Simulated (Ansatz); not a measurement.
# Two runs on InN2H4Br

System: InN2H4Br.
Method of run A: RKS SPW92/def2-TZVPP (Ansatz 0.2.0).

The geometry comes from this level: PBE0-D4/def2-TZVP. Text and figures count atoms from 1; the logs count them from 0 in places.

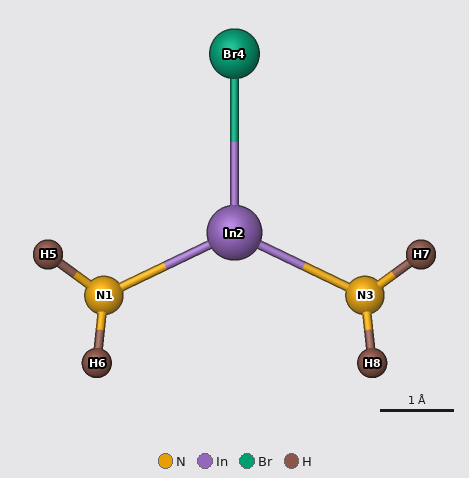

**Figure 1.** The input geometry (ball-and-stick view, seen on its broad side; atoms are numbered from 1 in the order of the input). Sticks mark near contacts. Bond lengths as drawn: Br–In 2.47 Å, H–N 1.01 Å and In–N 2.01 Å.

**Input file, run A**
```yaml
crystal:
  periodic: [false, false, false]
  atoms:
    - {symbol: N, position_ang: [-0.806918, 1.671640, 0.052364]}
    - {symbol: In, position_ang: [-0.187457, -0.199516, -0.342154]}
    - {symbol: N, position_ang: [0.818531, -1.443164, 0.875185]}
    - {symbol: Br, position_ang: [-1.147923, -1.237115, -2.372700]}
    - {symbol: H, position_ang: [-1.123111, 2.190585, -0.754911]}
    - {symbol: H, position_ang: [-0.188237, 2.254429, 0.598480]}
    - {symbol: H, position_ang: [1.200058, -2.261222, 0.421102]}
    - {symbol: H, position_ang: [1.527158, -1.032736, 1.466835]}
basis:
  gaussian: {orbitals: def2-TZVPP}
hamiltonian: {xc: lda}
output: {orbitals: {seedname: orbitals}}
```

Hardware: 4 CPU threads, shared host.

**Output (run A)**
```
Functional definition: SPW92
  exchange = slater_x
  correlation = pw_c
1310 factors; their error is unknown
mean field evaluation 1: about -78115.2943 eV, gradient 1.1e2 eV
mean field evaluation 2: about -77983.6911 eV, gradient 2.1e2 eV
mean field evaluation 4: about -78136.4552 eV, gradient 3.1e1 eV
mean field evaluation 8: about -78138.5898 eV, gradient 1.7e-1 eV
mean field evaluation 16: about -78138.5577 eV, gradient 4.4e-4 eV
mean field -78138.55767829 eV, -2871.5390304603 hartree, gradient 3.7e-5 eV, S^2 0.000000; 0 other end points of the search recorded, 0 dependent functions left out
reference -78138.55772811 eV, -2871.5390322914 hartree; 37, 37 occupied and 179, 179 virtual orbitals, 1310 factors
Total energy: -78138.55772811 eV, -2871.5390322914 hartree
```

The input of run B differs as follows (lines with − go, lines with + come):
```diff
-hamiltonian: {xc: lda}
+hamiltonian: {xc: {name: wB97X-V}}
```

Predict how the results change.

The total energies belong to different methods, so their difference says nothing on which is more stable or more accurate. The HOMO goes from −6.17 to −9.77 eV. The LUMO goes from −2.51 to 0.55 eV.

**Output (run B)**
```
Functional definition: wB97X-V
  parameter omega = 0.3/bohr
  parameter cx = 0.167
  parameter cx1 = 0.603
  parameter cx2 = 1.194
  parameter css0 = 0.556
  parameter css1 = -0.257
  parameter cos0 = 1.219
  parameter cos1 = -1.850
  parameter b = 6.0
  parameter c = 0.01
  exchange = spin_sum(e_x_unif_sr(omega)*poly(b97_u_x, 1 - cx, cx1, cx2)) + cx*exact_x_sr(omega) + exact_x_lr(omega)
  correlation = spin_sum(e_c_pw_same_spin*poly(b97_u_same, css0, css1))
      + integral(e_c_pw_opposite_spin*poly(b97_u_opposite, cos0, cos1)) + vv10(b, c)
1411 factors; their error is unknown
279 factors; integrals over basis functions are off by at most 3.8e-5 eV
mean field evaluation 1: about -78251.3048 eV, gradient 7.0e1 eV
mean field evaluation 2: about -78249.3122 eV, gradient 7.5e1 eV
mean field evaluation 4: about -78260.6248 eV, gradient 1.5e0 eV
mean field evaluation 8: about -78260.6281 eV, gradient 2.9e-2 eV
mean field evaluation 16: about -78260.9400 eV, gradient 8.5e-5 eV
mean field -78260.93996560 eV, -2876.0364965654 hartree, gradient 3.1e-5 eV, S^2 0.000000; 0 other end points of the search recorded, 0 dependent functions left out
reference -78260.93996306 eV, -2876.0364964721 hartree; 37, 37 occupied and 179, 179 virtual orbitals, 1411 factors
Total energy: -78260.93996306 eV, -2876.0364964721 hartree
```

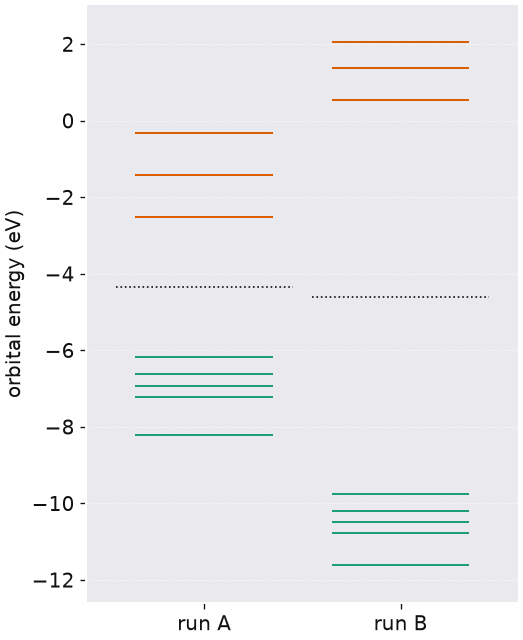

**Figure 2.** The five highest filled and three lowest empty orbital energies of the two runs; the dotted lines part filled from empty levels. The HOMO–LUMO gap is 3.66 eV in run A and 10.31 eV in run B.

**The two runs side by side**

```tsv
quantity	run A	run B
outcome	converged	converged
total energy (hartree)	−2871.539032	−2876.036496
HOMO (eV)	−6.17	−9.77
LUMO (eV)	−2.51	0.55
basis functions	216	216
wall time (shared host)	0.7 s	6 s
```
